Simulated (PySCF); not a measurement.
# C₇H₁₃NS (triplet): open-shell or spin-flip excitations

What do calculations give for the open-shell or spin-flip excitations of C₇H₁₃NS (triplet) (`CS/C=C\C=C/N(C)C`)?

Programs: PySCF 2.14.0, with routines of our own; each step states its level. All values are computed. Atoms count from 0.

## 1. The system as given

22 atoms, charge 0, multiplicity 3; geometry from: GFN2-xTB.

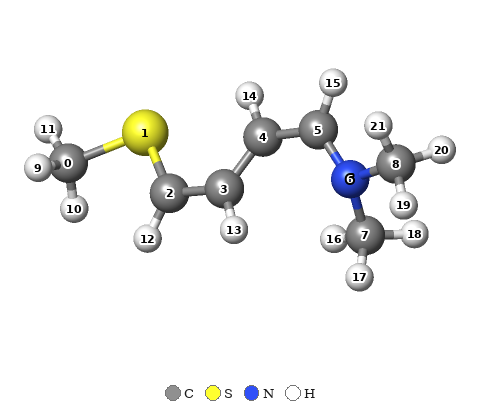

The starting geometry (carbon grey, sulfur yellow, nitrogen blue, hydrogen white).

## 2. Open-shell or spin-flip excitations: unrestricted TDDFT PBE0/def2-SVP

What the job is given:

```
{"job": {"kind": "uabs", "xc": "PBE0", "basis": "def2-SVP", "nstates": 10, "tda": false}, "charge": 0, "multiplicity": 3}
C      4.773648    -0.017473     0.528325
S      3.095338     0.397892     1.095617
C      2.173543    -0.303821    -0.183433
C      0.769956    -0.089050    -0.326926
C      0.013325     0.684978     0.504500
C     -1.384860     0.931028     0.418072
N     -2.259816     0.183050    -0.345239
C     -2.224909    -1.259648    -0.279683
C     -3.570426     0.722528    -0.585422
H      4.961964     0.464235    -0.426782
H      4.866488    -1.095842     0.435651
H      5.463840     0.352895     1.278786
H      2.661723    -1.094566    -0.727670
H      0.316776    -0.579680    -1.176748
H      0.524572     1.210853     1.301180
H     -1.781733     1.833071     0.855925
H     -1.257817    -1.586414     0.090305
H     -2.393871    -1.680924    -1.273697
H     -3.005204    -1.642135     0.391370
H     -3.997198     0.244886    -1.469007
H     -4.253244     0.550165     0.258743
H     -3.502503     1.793358    -0.765502
```

With the program's defaults for keys left out, this is: unrestricted TDDFT PBE0/def2-SVP, vertical, gas phase, core orbitals frozen in the response.

Started as:

```
$ OMP_NUM_THREADS=2 python excited_run.py task.json out
```

One launch serves the whole session: the jobs run in the order shown.

The log of the run:

```text
coarse grid: 18352 points
cycle   1  E = -726.3539543739  dE =  1.022e+00  |g| = 2.741e-01  |ddm| = 3.508e+00
cycle   2  E = -726.3442294094  dE =  9.725e-03  |g| = 3.311e-01  |ddm| = 8.372e-01
cycle   3  E = -726.4037393522  dE = -5.951e-02  |g| = 5.942e-02  |ddm| = 4.916e-01
cycle   4  E = -726.4052150631  dE = -1.476e-03  |g| = 3.929e-02  |ddm| = 1.181e-01
cycle   5  E = -726.4060424832  dE = -8.274e-04  |g| = 1.389e-02  |ddm| = 6.278e-02
cycle   6  E = -726.4061677871  dE = -1.253e-04  |g| = 5.343e-03  |ddm| = 2.561e-02
cycle   7  E = -726.4061938763  dE = -2.609e-05  |g| = 3.068e-03  |ddm| = 1.173e-02
cycle   8  E = -726.4062005018  dE = -6.626e-06  |g| = 1.056e-03  |ddm| = 6.565e-03
final grid: 171032 points
cycle   9  E = -726.4883861960  dE = -4.816e-05  |g| = 6.859e-03  |ddm| = 3.218e-02
cycle  10  E = -726.4883774473  dE =  8.749e-06  |g| = 7.919e-03  |ddm| = 1.657e-02
cycle  11  E = -726.4884118304  dE = -3.438e-05  |g| = 8.804e-04  |ddm| = 9.801e-03
cycle  12  E = -726.4884122170  dE = -3.867e-07  |g| = 2.542e-04  |ddm| = 1.302e-03
cycle  13  E = -726.4884122476  dE = -3.058e-08  |g| = 1.205e-04  |ddm| = 4.309e-04
cycle  14  E = -726.4884122585  dE = -1.095e-08  |g| = 5.046e-05  |ddm| = 2.729e-04
cycle  15  E = -726.4884122614  dE = -2.811e-09  |g| = 2.847e-05  |ddm| = 1.066e-04
cycle  16  E = -726.4884122626  dE = -1.254e-09  |g| = 1.311e-05  |ddm| = 1.032e-04
cycle  17  E = -726.4884122631  dE = -4.729e-10  |g| = 6.999e-06  |ddm| = 6.052e-05
converged SCF energy = -726.4884122631

Static polarisability (au): isotropic 123.586, principal 66.562 92.803 211.394

<S^2> of the reference = 2.0077 (exact 2.0000)

Excitations
state   eV       nm        f      <S^2>   main configurations
  1   2.2510    550.8   0.02817   2.140   Hb->Lb 0.65, Ha->L+2a 0.11, Ha->La 0.10
  2   3.0834    402.1   0.06597   2.031   Ha->La 0.85, Hb->Lb 0.08
  3   3.5505    349.2   0.31806   2.049   Ha->L+1a 0.36, Hb->Lb 0.23, Ha->L+2a 0.20, H-2b->Lb 0.11
  4   3.7932    326.9   0.00986   2.016   H-1b->Lb 0.77, Ha->L+1a 0.12
  5   3.8378    323.1   0.02428   2.027   Ha->L+2a 0.41, Ha->L+1a 0.35, H-1b->Lb 0.18
  6   4.1110    301.6   0.00154   2.023   Ha->L+3a 0.83, Ha->L+4a 0.11
  7   4.5491    272.5   0.00456   2.026   Ha->L+4a 0.75, Ha->L+3a 0.08
  8   4.7269    262.3   0.07163   2.036   H-2b->Lb 0.62, Ha->L+2a 0.08
  9   4.8438    256.0   0.01036   2.030   Ha->L+5a 0.61, Ha->L+7a 0.14
 10   5.0503    245.5   0.03902   2.057   H-3b->Lb 0.77
```

Wall time 2.9 min (2 threads of Arm Neoverse N1, shared host); peak memory 0.87 GiB.

From this job:

```
quantity  value
    ⟨S²⟩  2.008
```

Löwdin spin populations:

C0 0.00; S1 0.17; C2 0.62; C3 0.15; C4 0.19; C5 0.56; N6 0.21; C7 0.01; C8 0.00; H9 0.01; H10 0.01; H11 0.00; H12 0.01; H13 0.00; H14 0.00; H15 0.01; H16 0.00; H17 0.00; H18 0.01; H19 0.01; H20 0.02; H21 0.00

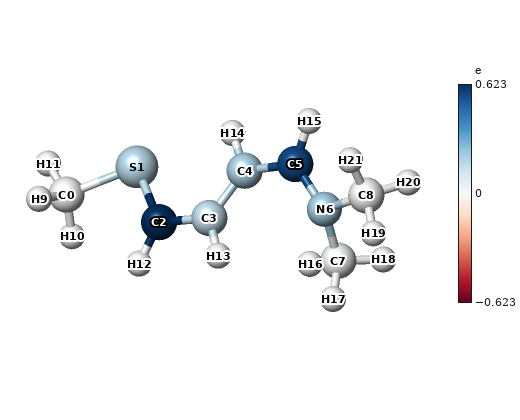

Löwdin spin populations, as colours on the atoms.

## 3. Open-shell or spin-flip excitations: collinear spin-flip TDA CAM-B3LYP/def2-SVP

The job, as its differences from that of step 2:

```diff
@@ -1,2 +1,2 @@
-{"job": {"kind": "uabs", "xc": "PBE0", "basis": "def2-SVP", "nstates": 10, "tda": false}, "charge": 0, "multiplicity": 3}
+{"job": {"kind": "uabs", "xc": "CAM-B3LYP", "basis": "def2-SVP", "nstates": 8, "spin_flip": true}, "charge": 0, "multiplicity": 3}
 C      4.773648    -0.017473     0.528325
```

With the program's defaults for keys left out, this is: collinear spin-flip TDA CAM-B3LYP/def2-SVP, vertical, gas phase, core orbitals frozen in the response.

The log of the run:

```text
coarse grid: 18352 points
cycle   1  E = -726.6875926467  dE =  1.266e+00  |g| = 2.293e-01  |ddm| = 3.498e+00
cycle   2  E = -726.7109001331  dE = -2.331e-02  |g| = 1.885e-01  |ddm| = 5.935e-01
cycle   3  E = -726.7290300039  dE = -1.813e-02  |g| = 4.723e-02  |ddm| = 2.768e-01
cycle   4  E = -726.7306354110  dE = -1.605e-03  |g| = 2.592e-02  |ddm| = 8.642e-02
cycle   5  E = -726.7310903198  dE = -4.549e-04  |g| = 7.593e-03  |ddm| = 3.935e-02
cycle   6  E = -726.7311956150  dE = -1.053e-04  |g| = 4.854e-03  |ddm| = 2.273e-02
cycle   7  E = -726.7312311810  dE = -3.557e-05  |g| = 1.984e-03  |ddm| = 1.493e-02
cycle   8  E = -726.7312355212  dE = -4.340e-06  |g| = 9.346e-04  |ddm| = 5.640e-03
final grid: 171032 points
cycle   9  E = -726.8321494500  dE = -4.417e-05  |g| = 2.850e-03  |ddm| = 1.868e-02
cycle  10  E = -726.8321505692  dE = -1.119e-06  |g| = 2.578e-03  |ddm| = 6.177e-03
cycle  11  E = -726.8321539753  dE = -3.406e-06  |g| = 4.581e-04  |ddm| = 2.959e-03
cycle  12  E = -726.8321540871  dE = -1.118e-07  |g| = 1.773e-04  |ddm| = 6.732e-04
cycle  13  E = -726.8321541120  dE = -2.488e-08  |g| = 5.880e-05  |ddm| = 3.230e-04
cycle  14  E = -726.8321541164  dE = -4.398e-09  |g| = 2.739e-05  |ddm| = 1.512e-04
cycle  15  E = -726.8321541189  dE = -2.531e-09  |g| = 1.766e-05  |ddm| = 1.405e-04
cycle  16  E = -726.8321541194  dE = -5.030e-10  |g| = 6.639e-06  |ddm| = 5.983e-05
converged SCF energy = -726.8321541194

<S^2> of the reference = 2.0077 (exact 2.0000)

Spin-flip excitations, energies against the reference
state   eV       nm        f      <S^2>   main configurations
  1  -1.1837        -   0.00000   0.063   Ha->Lb 0.97
  2   0.8562    607.8   0.00307   1.998   H-1a->Lb 0.54, Ha->L+1b 0.41
  3   2.4407    342.1   0.96253   0.152   Ha->L+1b 0.51, H-1a->Lb 0.43
  4   2.9674    298.7   0.02321   0.876   H-2a->Lb 0.63, H-1a->L+1b 0.16
  5   3.6187    258.2   0.00041   1.038   Ha->L+2b 0.71, Ha->L+4b 0.09
  6   4.1259    233.5   0.00680   0.889   Ha->L+6b 0.23, H-2a->Lb 0.20, Ha->L+3b 0.15, H-1a->L+1b 0.10
  7   4.2770    227.0   0.00110   0.995   Ha->L+3b 0.73
  8   4.4496    220.1   0.01278   1.029   Ha->L+4b 0.47, Ha->L+5b 0.32
```

It took 64 s on 2 threads of Arm Neoverse N1, shared host; peak memory 1 GiB.

The ⟨S²⟩ below is that of the reference state, of multiplicity 3.

Key values:

```
               quantity      value
low spin less high spin  -2.040 eV
                   ⟨S²⟩      2.008
```

## 4. Open-shell or spin-flip excitations: unrestricted TDDFT PBE0/def2-SVP in N,N-dimethylformamide

The job, as its differences from that of step 3:

```diff
@@ -1,2 +1,2 @@
-{"job": {"kind": "uabs", "xc": "CAM-B3LYP", "basis": "def2-SVP", "nstates": 8, "spin_flip": true}, "charge": 0, "multiplicity": 3}
+{"job": {"kind": "uabs", "xc": "PBE0", "basis": "def2-SVP", "nstates": 15, "tda": false, "solvent": "N,N-dimethylformamide", "scf": {"guess": "sap", "fallback": true}, "grid": 1}, "charge": 0, "multiplicity": 3}
 C      4.773648    -0.017473     0.528325
```

With the program's defaults for keys left out, this is: unrestricted TDDFT PBE0/def2-SVP, vertical, IEF-PCM N,N-dimethylformamide (non-equilibrium linear response), core orbitals frozen in the response.

The log of the run:

```text
final grid: 79832 points
cycle   1  E = -680.4964867769  dE =  3.924e+01  |g| = 6.948e+00  |ddm| = 2.713e+01
cycle   2  E = -626.7649454893  dE =  5.373e+01  |g| = 9.992e+00  |ddm| = 3.144e+01
cycle   3  E = -717.9704802102  dE = -9.121e+01  |g| = 2.957e+00  |ddm| = 1.837e+01
cycle   4  E = -720.6227578732  dE = -2.652e+00  |g| = 2.745e+00  |ddm| = 1.039e+01
cycle   5  E = -725.6988151504  dE = -5.076e+00  |g| = 1.118e+00  |ddm| = 7.310e+00
cycle   6  E = -726.3427505724  dE = -6.439e-01  |g| = 5.210e-01  |ddm| = 2.040e+00
cycle   7  E = -726.4859361667  dE = -1.432e-01  |g| = 1.321e-01  |ddm| = 7.021e-01
cycle   8  E = -726.4943786647  dE = -8.442e-03  |g| = 6.423e-02  |ddm| = 1.837e-01
cycle   9  E = -726.4959584364  dE = -1.580e-03  |g| = 3.102e-02  |ddm| = 9.255e-02
cycle  10  E = -726.4965384910  dE = -5.801e-04  |g| = 9.659e-03  |ddm| = 4.317e-02
cycle  11  E = -726.4966030927  dE = -6.460e-05  |g| = 2.278e-03  |ddm| = 1.837e-02
cycle  12  E = -726.4966080127  dE = -4.920e-06  |g| = 9.998e-04  |ddm| = 4.921e-03
cycle  13  E = -726.4966088881  dE = -8.754e-07  |g| = 4.964e-04  |ddm| = 2.323e-03
cycle  14  E = -726.4966090925  dE = -2.044e-07  |g| = 1.279e-04  |ddm| = 1.150e-03
cycle  15  E = -726.4966091063  dE = -1.386e-08  |g| = 7.781e-05  |ddm| = 3.103e-04
cycle  16  E = -726.4966091107  dE = -4.390e-09  |g| = 3.920e-05  |ddm| = 1.834e-04
cycle  17  E = -726.4966091120  dE = -1.243e-09  |g| = 2.109e-05  |ddm| = 8.438e-05
cycle  18  E = -726.4966091121  dE = -1.396e-10  |g| = 1.774e-05  |ddm| = 5.239e-05
converged SCF energy = -726.4966091121

Static polarisability (au): isotropic 169.377, principal 87.961 131.124 289.048

<S^2> of the reference = 2.0077 (exact 2.0000)

Excitations
state   eV       nm        f      <S^2>   main configurations
  1   2.2294    556.1   0.04765   2.124   Hb->Lb 0.70, Ha->L+1a 0.14, Ha->La 0.10
  2   3.1227    397.0   0.17410   2.028   Ha->La 0.82, Hb->Lb 0.13
  3   3.4694    357.4   0.29393   2.057   Ha->L+1a 0.65, Hb->Lb 0.15, H-2b->Lb 0.08
  4   3.6950    335.5   0.00242   2.015   H-1b->Lb 0.95
  5   4.1799    296.6   0.00592   2.025   Ha->L+2a 0.92
  6   4.3785    283.2   0.00171   2.023   Ha->L+3a 0.79, Ha->L+4a 0.17
  7   4.6681    265.6   0.08913   2.039   H-2b->Lb 0.76, Ha->L+1a 0.09
  8   4.7826    259.2   0.00193   2.023   Ha->L+4a 0.58, Ha->L+5a 0.23, Ha->L+3a 0.10
  9   4.9824    248.8   0.00882   2.022   Ha->L+5a 0.54, Ha->L+4a 0.20
 10   5.0352    246.2   0.03821   2.052   H-3b->Lb 0.73, Ha->L+5a 0.09
 11   5.1520    240.7   0.00986   2.143   Hb->L+1b 0.57, H-1a->La 0.26
 12   5.3384    232.2   0.00256   2.233   H-1a->La 0.49, Hb->L+1b 0.27
 13   5.5594    223.0   0.01212   2.030   Ha->L+6a 0.80
 14   5.6574    219.2   0.00838   2.037   H-4b->Lb 0.91
 15   5.7077    217.2   0.00452   2.027   Ha->L+7a 0.73, Ha->L+8a 0.10
```

It took 3.5 min on 2 threads of Arm Neoverse N1, shared host; peak memory 1.1 GiB.

In short:

```
quantity  value
    ⟨S²⟩  2.008
```

## 5. Outcome

```
                                                                                                                 quantity                        value
                         lowest and brightest state of nearly pure spin, of 10 (step 2, unrestricted TDDFT PBE0/def2-SVP)  2.25 eV; 3.55 eV, f = 0.318
                                             low spin less high spin (step 3, collinear spin-flip TDA CAM-B3LYP/def2-SVP)                    -2.040 eV
lowest and brightest state of nearly pure spin, of 15 (step 4, unrestricted TDDFT PBE0/def2-SVP in N,N-dimethylformamide)  2.23 eV; 3.47 eV, f = 0.294
```

States whose ⟨S²⟩ lies well above the reference's are mixtures of spin states, an artefact of the unrestricted response, and are left out of the summary. The lowest state of nearly pure spin runs from 2.23 to 2.25 eV over the runs.
